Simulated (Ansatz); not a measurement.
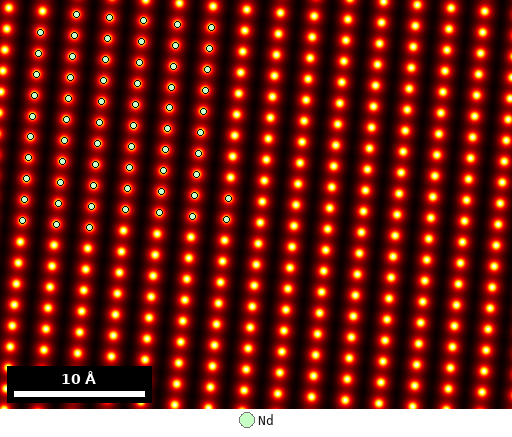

Map of the projected electrostatic potential of Nd (P6_3/mmc, No. 194) along [210]. Computed as the sum of neutral-atom potentials (tabulated electron scattering factors, B = 0.5 Å²) projected along the beam and smoothed by 0.25 Å; brighter is more positive. The display is stretched by a gamma of 0.7; percentages refer to the linear signal. Structure: the end point of a relaxation with Ansatz 0.2.0, DFT LDA, scalar-relativistic, plane waves, PAW.

Coloured dots in one corner mark the columns of the model.

> Interpret the image.

The columns repeat on a rectangular net of 1.62 × 2.60 Å (plane group p2mm). All columns are alike (Nd). The shortest distance between visible columns is 1.62 Å in projection. Along the beam the structure repeats every 5.61 Å.

> What mean inner potential do neutral atoms give for this crystal?

About 34 V (the sum of the forward scattering factors over the cell volume; bonding usually lowers the true value).
